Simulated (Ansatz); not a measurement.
# One shape, several levels: doublet HfHCl3O+

Wanted: a comparison of 6 runs (UHF/def2-SVP, U-wB97X/def2-SVP, UBLYP/def2-SVP, UCAM-B3LYP/def2-SVP, UMP2/def2-SVP, UCCSD/def2-SVP) of doublet HfHCl3O+. 

The calculation is run with Ansatz 0.2.0.

1 further run of the same task is left out (it didn't finish).

## (1) The molecule

The species is HfHCl3O+ (6 atoms), meant as a doublet with charge +1. SMILES of the parent species: `Cl[Hf](Cl)(Cl)O`. Geometry: relaxed at PBE0-D4/def2-TZVP. That shape belongs to the parent species and isn't relaxed for this state.

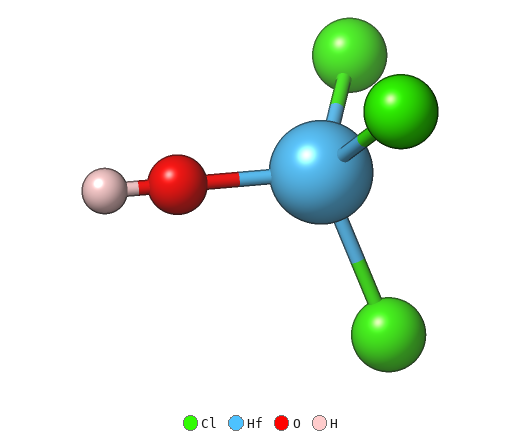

The structure, seen from a chosen angle (chlorine green, hafnium blue, oxygen red, hydrogen pink).

## (2) The energy at UHF/def2-SVP (core potential) (run 1)

job.yaml

```yaml
basis:
  gaussian:
    orbitals: def2-SVP
crystal:
  periodic: [false, false, false]
  atoms:
    - {symbol: Cl, position_ang: [0.876760, -0.101050, -2.336560]}
    - {symbol: Hf, position_ang: [-0.022850, -0.350510, -0.194310]}
    - {symbol: Cl, position_ang: [-2.262380, -0.999350, -0.349730]}
    - {symbol: Cl, position_ang: [1.185990, -1.965090, 0.985740]}
    - {symbol: O, position_ang: [0.084060, 1.291990, 0.717110]}
    - {symbol: H, position_ang: [0.138420, 2.124020, 1.177740]}
total_charge: 1
magnetization:
  spin_polarized: true
  initial_magnetization: 1
hamiltonian:
  xc: hf
accuracy: high
output: {orbitals: {seedname: orbitals}}
```

Started as:

```console
$ ansatz run job.yaml --threads 1 --pin off --max-ram 3480MiB --events-out events.jsonl --progress --plain --runs-dir runs
```

Log:

```text
Warning: RAYON_NUM_THREADS=1 ignored (pool sized by the plan → 1); use --threads N
Functional definition: HF
  name "HF"
  exchange = exact_x
  correlation = 0
2133 factors; integrals over basis functions are off by at most 4.0e-9 eV
mean field evaluation 1: about -40833.6477 eV, gradient 3.7e1 eV
mean field evaluation 2: about -40833.7311 eV, gradient 3.7e1 eV
mean field evaluation 4: about -40839.3268 eV, gradient 2.4e0 eV
mean field evaluation 8: about -40839.4280 eV, gradient 1.8e-1 eV
mean field evaluation 16: about -40839.8913 eV, gradient 2.6e0 eV
mean field evaluation 32: about -40839.9516 eV, gradient 4.3e-8 eV
mean field evaluation 64: about -40839.9448 eV, gradient 6.8e-3 eV
mean field evaluation 96: about -40839.9448 eV, gradient 3.3e-3 eV
mean field evaluation 128: about -40839.9178 eV, gradient 5.8e-1 eV
mean field evaluation 160: about -40838.2113 eV, gradient 7.9e0 eV
mean field evaluation 192: about -40832.7237 eV, gradient 3.7e1 eV
mean field evaluation 224: about -40839.9443 eV, gradient 7.2e-2 eV
mean field evaluation 256: about -40838.3530 eV, gradient 2.6e-1 eV
mean field evaluation 288: about -40839.9483 eV, gradient 9.2e-3 eV
mean field evaluation 320: about -40839.9484 eV, gradient 7.5e-3 eV
mean field evaluation 352: about -40838.8452 eV, gradient 1.3e-1 eV
mean field evaluation 384: about -40839.0584 eV, gradient 9.2e-1 eV
mean field evaluation 416: about -40839.9468 eV, gradient 1.5e-2 eV
mean field evaluation 448: about -40839.4283 eV, gradient 2.2e-5 eV
mean field -40839.95164610 eV, -1500.8405406808 hartree, gradient 2.8e-8 eV, S^2 0.757572; 8 other end points of the search recorded, 0 dependent functions left out
reference -40839.95164610 eV, -1500.8405406808 hartree; 36, 35 occupied and 69, 70 virtual orbitals, 2133 factors
Total energy: -40839.95164610 eV, -1500.8405406808 hartree
```

Run time: 57 s. Hardware: 1 thread of Arm Neoverse V2, shared host; peak memory 0.65 GiB.

## (3) A single-point energy at U-wB97X/def2-SVP (core potential) (run 2)

run.yaml

```yaml
crystal:
  periodic: [false, false, false]
  atoms:
    - {symbol: Cl, position_ang: [0.876760, -0.101050, -2.336560]}
    - {symbol: Hf, position_ang: [-0.022850, -0.350510, -0.194310]}
    - {symbol: Cl, position_ang: [-2.262380, -0.999350, -0.349730]}
    - {symbol: Cl, position_ang: [1.185990, -1.965090, 0.985740]}
    - {symbol: O, position_ang: [0.084060, 1.291990, 0.717110]}
    - {symbol: H, position_ang: [0.138420, 2.124020, 1.177740]}
basis:
  gaussian: {orbitals: def2-SVP}
output: {orbitals: {seedname: orbitals}}
magnetization: {spin_polarized: true, initial_magnetization: 1}
total_charge: 1
accuracy: high
hamiltonian: {xc: {name: wB97X}}
```

Started as:

```console
$ ansatz run run.yaml --threads 1 --pin off --max-ram 3480MiB --events-out events.jsonl --progress --plain --runs-dir runs
```

Log, shortened:

```text
Warning: RAYON_NUM_THREADS=1 ignored (pool sized by the plan → 1); use --threads N
Functional definition: wB97X
  name "wB97X"
[...]
      + exact_x_lr(omega)
[...]
      + integral(e_c_pw_opposite_spin*poly(b97_u_opposite, 1, cos1, cos2, cos3, cos4))
2133 factors; integrals over basis functions are off by at most 4.0e-9 eV
461 factors; integrals over basis functions are off by at most 2.2e-9 eV
[...]
mean field -40921.31021738 eV, -1503.8304130284 hartree, gradient 6.8e-8 eV, S^2 0.770763; 6 other end points of the search recorded, 0 dependent functions left out
reference -40921.31021177 eV, -1503.8304128222 hartree; 36, 35 occupied and 69, 70 virtual orbitals, 2133 factors
Total energy: -40921.31021177 eV, -1503.8304128222 hartree
```

Run time: 6.8 min. Hardware: 1 thread of Arm Neoverse V2, shared host; peak memory 1.5 GiB.

Runs 3 to 5 aren't shown in full; the table further down has their settings and results.

## (4) A single-point energy at UCCSD/def2-SVP (core potential) (run 6)

run.yaml

```yaml
crystal:
  periodic: [false, false, false]
  atoms:
    - symbol: Cl
      position_ang: [0.876760, -0.101050, -2.336560]
    - symbol: Hf
      position_ang: [-0.022850, -0.350510, -0.194310]
    - symbol: Cl
      position_ang: [-2.262380, -0.999350, -0.349730]
    - symbol: Cl
      position_ang: [1.185990, -1.965090, 0.985740]
    - symbol: O
      position_ang: [0.084060, 1.291990, 0.717110]
    - symbol: H
      position_ang: [0.138420, 2.124020, 1.177740]
basis:
  gaussian:
    orbitals: def2-SVP
total_charge: 1
magnetization:
  spin_polarized: true
  initial_magnetization: 1
correlation:
  method: ccsd
  frozen_orbitals: {Cl: 5, H: 0, Hf: 0, O: 1}
accuracy: high
scf:
  omitted_lower_state_checks: [cluster_reference, increment]
```

Started as:

```console
$ ansatz run run.yaml --threads 1 --pin off --max-ram 3480MiB --events-out events.jsonl --progress --plain --runs-dir runs
```

Log:

```text
Warning: RAYON_NUM_THREADS=1 ignored (pool sized by the plan → 1); use --threads N
[... 22 lines left out ...]
16 core orbitals not correlated: weight in the atoms' cores, before any rotation towards them, 1.000 or more for the frozen orbitals, at most 0.000 for the correlated occupied ones
[... 57 lines left out ...]
Total energy: -40862.30445494 eV, -1501.6619912542 hartree
Checks for a lower state left out: cluster_reference, increment
```

Run time: 6.7 min. Hardware: 1 thread of Arm Neoverse V2, shared host; peak memory 1.7 GiB.

## (5) The series

```tsv
run	level	frozen core orbitals	energy (Eh)	HOMO energy (eV)	⟨S²⟩	wall time
1	UHF/def2-SVP (core potential)	–	-1500.840541	-17.01	0.758	57 s
2	U-wB97X/def2-SVP (core potential)	–	-1503.830413	-16.76	0.771	6.8 min
3	UBLYP/def2-SVP (core potential)	–	-1503.841410	-13.14	0.753	1.7 min
4	UCAM-B3LYP/def2-SVP (core potential)	–	-1503.816527	-15.82	0.768	92 s
5	UMP2/def2-SVP (core potential)	16	-1501.622269	–	0.758	80 s
6	UCCSD/def2-SVP (core potential)	16	-1501.661991	–	0.758	6.7 min
```

## (6) Summary of results

```
                                           quantity           value
                                run 6: total energy  -1501.66199 Eh
run 6: correlation energy (16 core orbitals frozen)      -821.5 mEh
           run 6: ⟨S²⟩ of the reference determinant           0.758
                               run 6: T1 diagnostic           0.059
```

**Reading.** Below the UHF energy at the same shape and in the same basis (def2-SVP): UMP2 -781.7 mEh; UCCSD -821.5 mEh. Totals of different functionals can't be ranked against each other. All runs together took 19 min, the longest 6.8 min.
